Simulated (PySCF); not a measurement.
```tsv
atom	x (Å)	y (Å)	z (Å)
C	-0.4282	-0.1950	0.2348
C	0.7399	0.3895	-0.0046
C	2.0430	-0.2070	0.3286
C	3.2016	-0.0469	-0.5924
N	3.1241	0.7150	0.6273
C	-1.7308	0.3925	-0.1024
C	-2.8677	-0.5058	-0.5183
C	-2.9061	0.1648	0.8144
H	-0.4595	-1.1698	0.7057
H	0.7882	1.3640	-0.4681
H	1.9855	-1.1387	0.8893
H	3.9131	-0.8605	-0.6818
H	3.0694	0.5348	-1.4946
H	3.7485	0.3991	1.3623
H	-1.6693	1.3599	-0.5854
H	-2.6837	-1.5691	-0.5488
H	-3.5330	-0.1571	-1.2930
H	-2.7476	-0.4404	1.6940
H	-3.5972	0.9798	0.9654
```

Geometry: GFN2-xTB.

All numbers below come from PySCF 2.14.0, PBE0/pcSseg-1, SCF density, gas phase, non-relativistic.

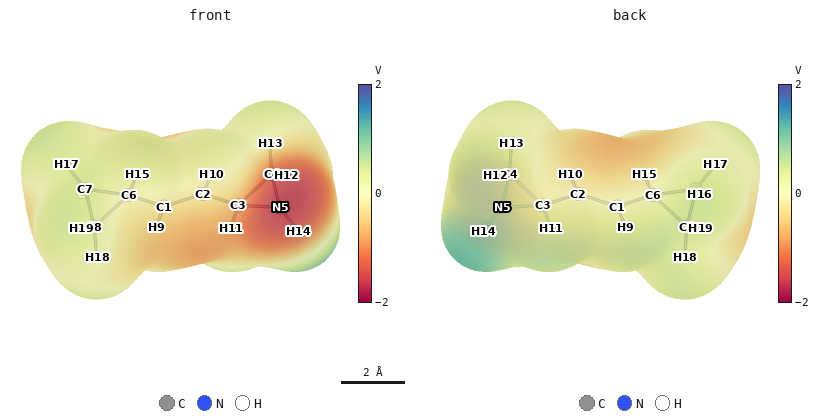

C7H11N (SMILES C(=C\[C@H]1CN1)/C1CC1). The molecular electrostatic potential painted on the density surface at 0.001 e/bohr³, seen from the front and from behind; the colour scale runs from red (negative) to blue (positive).

Which sites attract a positive test charge, and which a negative one?

Answer. A positive charge is drawn to the negative regions and a negative charge to the positive ones. The most negative region (about −1.7 V, or −39 kcal/mol for a unit charge) lies over N5, the most positive (about +1.2 V, or +28 kcal/mol for a unit charge) over H14. N5 is the likeliest acceptor of a hydrogen bond.

What dipole moment does the calculation give?

Answer. Its dipole moment is 1.51 D.
